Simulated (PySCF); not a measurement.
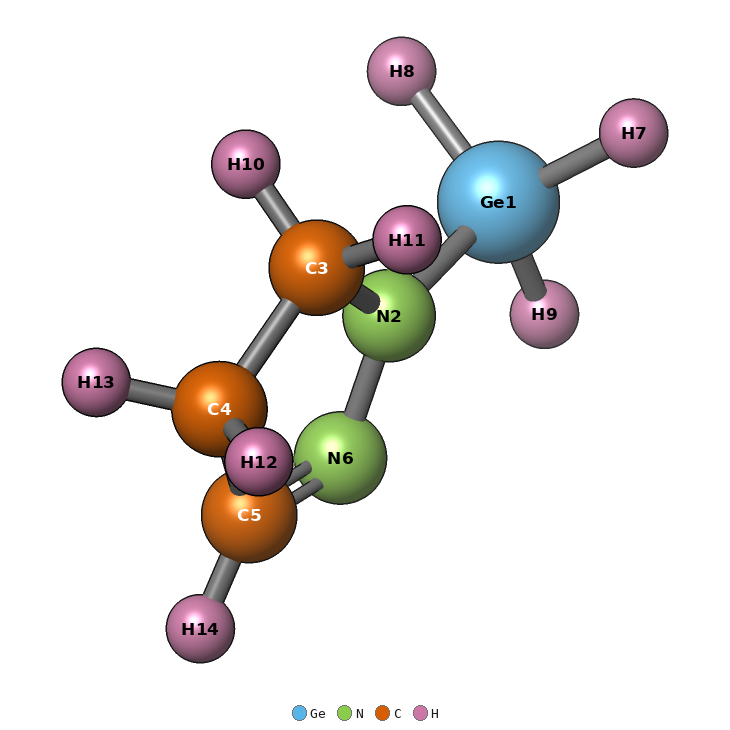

Computed geometry: GFN2-xTB optimisation. No frequency run is at hand to confirm it as a minimum. Properties computed with B3LYP/pcJ-1 (pcSseg-1 on Ge) indirect spin-spin coupling, non-relativistic, gas phase (PySCF 2.14.0). Isotopes: 13C, 1H, 15N.

Give the spin–spin coupling constants of these pairs, with the number of bonds between them: N2/H9, N2/C4, N2/H13, N6/H12, N6/H9.

```
   pair  bonds apart  J (Hz)
 N2, H9            2    −3.0
 N2, C4            2    −2.8
N2, H13            3    −1.7
N6, H12            3    −2.3
 N6, H9            3    −2.2
```

The geometry is semi-empirical. Around Ge such bond lengths and angles can be off by a tenth of an ångström or more and by several degrees, and values that hang on the shape move with them.
